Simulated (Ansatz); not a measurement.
Fields on a plane of Ir (fcc, Cu type)

```yaml
crystal:
  lattice:
    - [0.00000, 1.93542, 1.93542]
    - [1.93542, 0.00000, 1.93542]
    - [1.93542, 1.93542, 0.00000]
  atoms:
    - { symbol: Ir, position: [0.00000, 0.00000, 0.00000] }
```

The slice is a {111} plane (indices of the conventional cell) through the point (0.000, 0.000, 0.000) (fractional), spanned by u = [100] and v = [-1 2 0] in vectors of this cell: u (2.74 Å) and v (4.74 Å, at 90° to u). It covers one period; positions are fractions (u, v).

Atoms on it: Ir at (0.00, 0.00); Ir at (0.50, 0.50).

All values below come from PBE (plane waves to 420 eV, PAW, scalar-relativistic; Ansatz, a first-principles code). k mesh 21×21×21. These are valence fields of a PAW run, semicore shells included where kept as valence: close to a nucleus they are smooth pseudo fields. Ir is run without spin polarisation. Ir was relaxed with its symmetry unable to fall. Spin-orbit coupling is left out, though Ir is heavy.

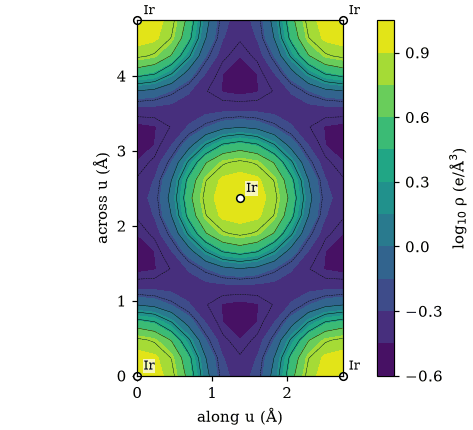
*Log₁₀ of the valence density in e/Å³, one period of the plane, atoms marked. The scale is logarithmic, as a density can span decades between atoms and voids.*

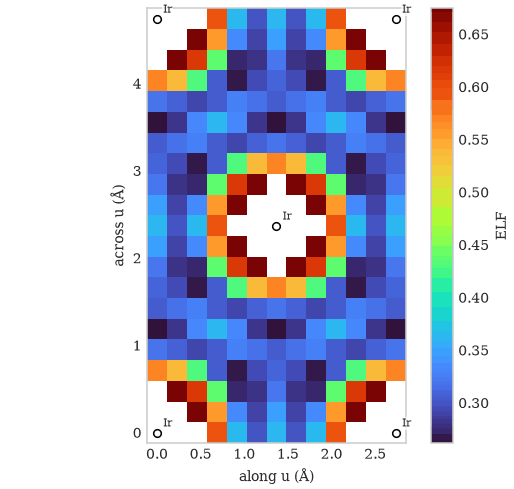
Figure: Electron localisation function (ELF), one period of the plane, atoms marked. Points within 0.5 Å of a nucleus are left white, as the pseudised field means little there.

| Property | Value |
|---|---|
| Density on the Ir–Ir line (2.74 Å) at its midpoint | 0.43 e/Å³ |
| ELF at that point | 0.36 |
